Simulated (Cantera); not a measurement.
A closed system holds: 1 mol CH3F, 0.19 mol F2, 0.11 mol H2, at 40000 Pa.

Cantera equilibrium calculation (NASA polynomials, part measured and part estimated; ideal gas, pure solids and liquids). Candidate condensed phases: C, C6H6, C7H8, C8H18; 95 gas species. Rates play no part.

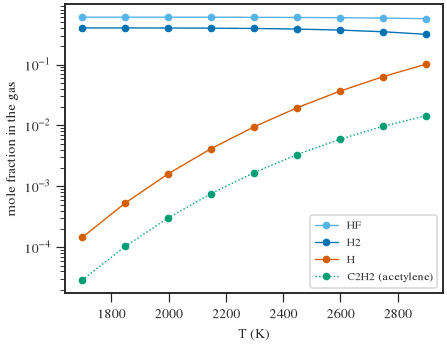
Equilibrium gas composition (values under 1e-9 drawn at 1e-9)

### Question
Read off the mole fractions at 2598 K.

### Answer
HF about 0.59, H2 about 0.37, H about 0.037, C2H2 (acetylene) about 0.0059.
